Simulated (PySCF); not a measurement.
AlCl3, SMILES `Cl[Al](Cl)Cl`.

Level of theory: ωB97X/def2-TZVP (PySCF), at a geometry from GFN2-xTB. No frequency check shows the geometry to be a minimum. GFN2-xTB bond lengths at metals and heavier atoms can be off by up to 0.1 Å and shapes distorted, which carries into these values.

Input script:

```python
import numpy as np
from pyscf import gto, scf, dft
from pyscf.scf import atom_ks, atom_hf
from scipy.linalg import block_diag

def solve(mol, dm0=None, hcore=None):
    mf = (dft.UKS if mol.spin else dft.RKS)(mol, xc='wb97x')
    mf.grids.level = 3
    mf = mf.density_fit(auxbasis='def2-universal-jkfit')
    mf.conv_tol, mf.max_cycle = 1e-8, 80
    if hcore is not None:
        mf.get_hcore = lambda *args: hcore
    mf.kernel(dm0)
    if not mf.converged:
        mf = mf.newton().run(mf.mo_coeff, mf.mo_occ, max_cycle=30)
    assert mf.converged, 'SCF not converged'
    return mf

mol = gto.M(atom='''
Cl     1.01507     1.75789     0.00000
Al    -0.00019     0.00000     0.00000
Cl     1.01492    -1.75798     0.00000
Cl    -2.02984     0.00009     0.00000
''', basis='def2-tzvp', charge=0, spin=0, verbose=4)
mf = solve(mol)
out = dict(e0=mf.e_tot, dm0=mf.make_rdm1(), c=mf.mo_coeff, occ=mf.mo_occ, eps=mf.mo_energy)
for name, dq, spin in [('cation', 1, 1)]:
    ion = mol.copy().set(charge=mol.charge + dq, spin=spin).build()
    mi = solve(ion)
    if spin and dq > 0 and mol.nao < 130:
        c, _, stable, _ = mi.stability(return_status=True)
        if not stable:
            mi = solve(ion, mi.make_rdm1(c, mi.mo_occ))
    print(name, 'vertical energy change / eV', (mi.e_tot - mf.e_tot) * 27.211386)
    out.update({'e_' + name: mi.e_tot, 'dm_' + name: mi.make_rdm1(), 's2_' + name: mi.spin_square()[0], 'eps_' + name: mi.mo_energy, 'occ_' + name: mi.mo_occ})
# spherically averaged free atoms, for the promolecule
atm = atom_ks.get_atm_nrks(mol, xc='wb97x')
pro = block_diag(*[(atm[a[0]][2] * atm[a[0]][3]) @ atm[a[0]][2].T for a in mol._atom])
np.savez('result.npz', pro=pro, **out)
```

Command:

```sh
OMP_NUM_THREADS=1 python input.py
```

The run took 31 s on 1 thread of Intel(R) Xeon(R) Platinum 8259CL CPU @ 2.50GHz (Skylake/Cascade Lake), on a shared host, peak memory 0.63 GiB.

Partitions, critical points and surface values were worked out afterwards from this run's density.

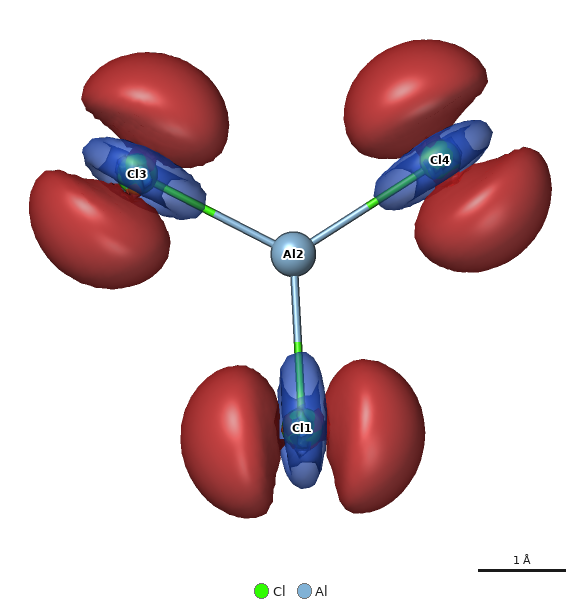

Fukui function f⁻ = ρ(N) − ρ(N−1) at fixed geometry, surfaces at ±0.02 e/Å³ (red positive, blue negative).

**Which atoms respond most to the removal of an electron?**

f⁻ (Hirshfeld-condensed) is largest on Cl1, Cl3 and Cl4 (0.30 each); the vertical ionisation energy is 12.00 eV (the stability of the cation's solution wasn't checked). Condensed values hint at sites of electrophilic attack but needn't mark the atom that reacts. Orbital relaxation makes it negative in places (0.11 e in all).

```
atom     f⁻  charge
 Cl1  +0.30   −0.17
 Al2  +0.11   +0.51
 Cl3  +0.30   −0.17
 Cl4  +0.29   −0.17
```
